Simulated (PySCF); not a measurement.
## A study: C6H19N3Si, SMILES `CN(C)[SiH](N(C)C)N(C)C`

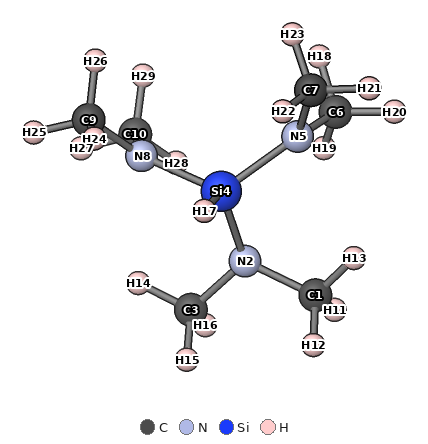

The molecule, with its atoms numbered as below. No frequency check shows the geometry to be a minimum.

Coordinates in Å:

```
C1       1.3559   -2.3075    0.2073
N2       0.1127   -1.5873    0.0985
C3      -1.0246   -2.4692    0.1658
Si4     -0.0056    0.0590    0.5882
N5       1.4398    0.8114    0.0064
C6       1.8881    0.6563   -1.3553
C7       1.9764    1.9962    0.6210
N8      -1.5371    0.6066   -0.0029
C9      -2.2644    1.6705    0.6360
C10     -1.9289    0.4312   -1.3795
H11      1.4657   -2.9975   -0.6361
H12      1.3978   -2.8960    1.1324
H13      2.1842   -1.6074    0.2060
H14     -1.9396   -1.8885    0.1278
H15     -1.0220   -3.0559    1.0932
H16     -1.0070   -3.1697   -0.6758
H17     -0.0287    0.3261    2.0323
H18      1.5943    1.5130   -1.9763
H19      1.4579   -0.2448   -1.7819
H20      2.9807    0.5783   -1.3868
H21      3.0707    1.9615    0.6111
H22      1.6378    2.0618    1.6507
H23      1.6624    2.9066    0.0928
H24     -1.9609    1.7508    1.6755
H25     -3.3396    1.4664    0.5974
H26     -2.0866    2.6374    0.1459
H27     -2.9961    0.1893   -1.4407
H28     -1.3577   -0.3792   -1.8221
H29     -1.7570    1.3431   -1.9669
```

## 1. Bonding charge

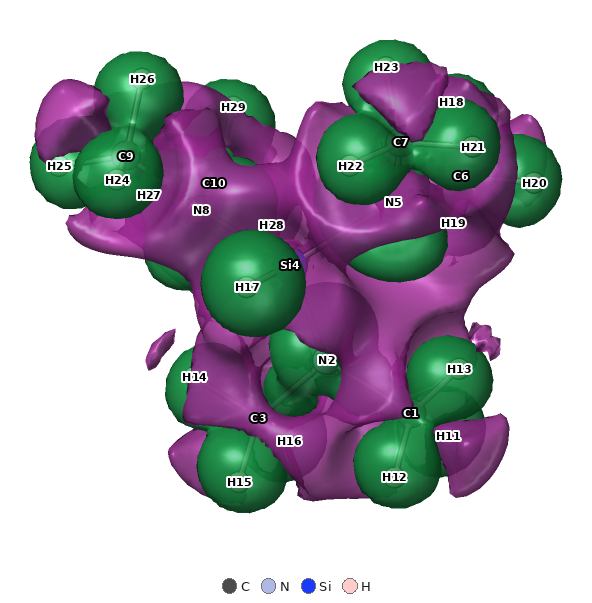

Deformation density (molecule less spherical, spin-averaged free atoms at the same positions), surfaces at ±0.04 e/Å³; green: gain, purple: loss.

Level of theory: PBE0/def2-SVP (PySCF), at a geometry from GFN2-xTB.

**Describe the bonding that the map shows.**

The five largest and four smallest: C1–H13: +0.73 e/Å³ at the bond critical point (bond length 1.08 Å, Mayer order 1.0). C3–H14: +0.73 e/Å³ at the bond critical point (bond length 1.08 Å, Mayer order 1.0). C6–H19: +0.72 e/Å³ at the bond critical point (bond length 1.09 Å, Mayer order 1.0). C10–H28: +0.72 e/Å³ at the bond critical point (bond length 1.09 Å, Mayer order 1.0). C9–H24: +0.71 e/Å³ at the bond critical point (bond length 1.09 Å, Mayer order 1.0). Si4–H17: +0.18 e/Å³ at the bond critical point (bond length 1.47 Å, Mayer order 0.9). N2–Si4: +0.09 e/Å³ at the bond critical point (bond length 1.72 Å, Mayer order 1.1); up to 0.6 Å beside the axis the gain reaches +0.41 e/Å³. Si4–N5: +0.09 e/Å³ at the bond critical point (bond length 1.73 Å, Mayer order 1.0); up to 0.6 Å beside the axis the gain reaches +0.41 e/Å³. Si4–N8: +0.09 e/Å³ at the bond critical point (bond length 1.73 Å, Mayer order 1.0); up to 0.6 Å beside the axis the gain reaches +0.41 e/Å³. In all, 6.3 electrons gather in the regions of gain relative to the promolecule. A small or negative value marks a very polar bond, one between electron-rich atoms, whose free-atom densities already overlap strongly, a long bond to a heavier atom, or a closed-shell contact such as a hydrogen bond.

**Where do the Hirshfeld charges lie?**

The highest Hirshfeld charge is on Si4 (+0.41 e), the lowest on N5 (−0.16 e).

| atom | charge (e) |
| --- | --- |
| C1 | −0.07 |
| N2 | −0.16 |
| C3 | −0.07 |
| Si4 | +0.41 |
| N5 | −0.16 |
| C6 | −0.07 |
| C7 | −0.07 |
| N8 | −0.16 |
| C9 | −0.07 |
| C10 | −0.07 |
| H11 | +0.03 |
| H12 | +0.03 |
| H13 | +0.04 |
| H14 | +0.04 |
| H15 | +0.03 |
| H16 | +0.03 |
| H17 | −0.10 |
| H18 | +0.03 |
| H19 | +0.04 |
| H20 | +0.03 |
| H21 | +0.03 |
| H22 | +0.04 |
| H23 | +0.03 |
| H24 | +0.04 |
| H25 | +0.03 |
| H26 | +0.03 |
| H27 | +0.03 |
| H28 | +0.04 |
| H29 | +0.03 |

## 2. Local ionisation energy

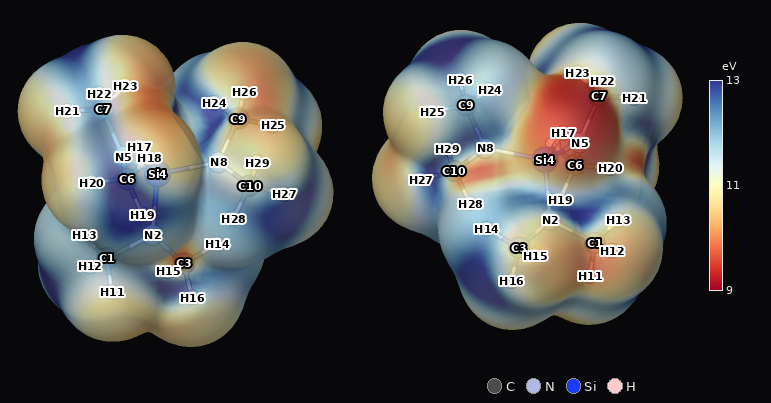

Average local ionisation energy on the surface of electron density 0.001 a.u. (back view left, front view right).

**Locate the minima of the map.**

The lowest value is 9.3 eV, 1.5 Å from H17. Further minima include 9.5 eV, 1.7 Å from H13; 9.8 eV, near H15 (1.60 Å) and H12 (1.66 Å); 9.8 eV, near H19 (1.79 Å) and H28 (2.01 Å). For comparison, the highest occupied orbital lies at −5.7 eV.

**What volume does the surface enclose, and what is the dipole moment?**

About 238 Å³; the dipole moment is 0.6 D.

## 3. In an electric field

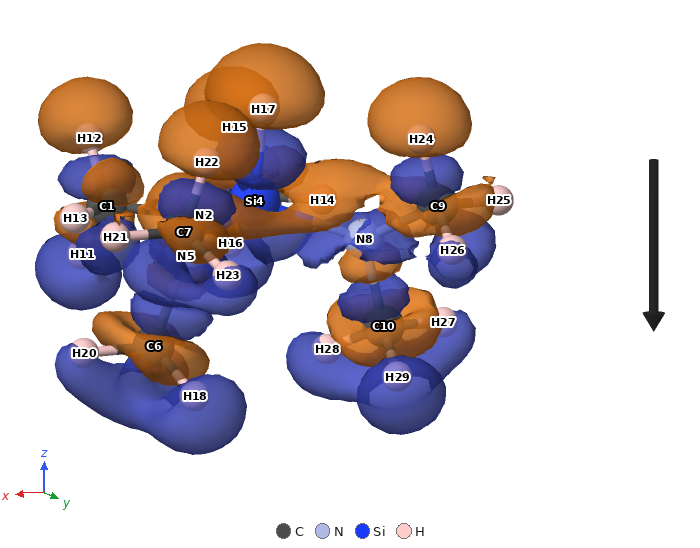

Change of the electron density in a uniform field of 0.41 V/Å along −z (arrow), surfaces at ±0.003 e/Å³ (orange: gain, blue: loss).

PySCF calculation, PBE0/6-31G*, gas phase; geometry: GFN2-xTB. A basis without diffuse functions makes polarisabilities too small.

**What dipole is induced, and what polarisability does it imply?**

The induced dipole is 1.91 D (along the field); α along this axis, from the fields in both directions, is 94 bohr³ (13.9 Å³).

**Which atoms gain and lose the most charge?**

Electrons gather most on H17 (Hirshfeld charge changes by −0.017 e) and leave H18 most (+0.012 e); 0.197 electrons are displaced in all.
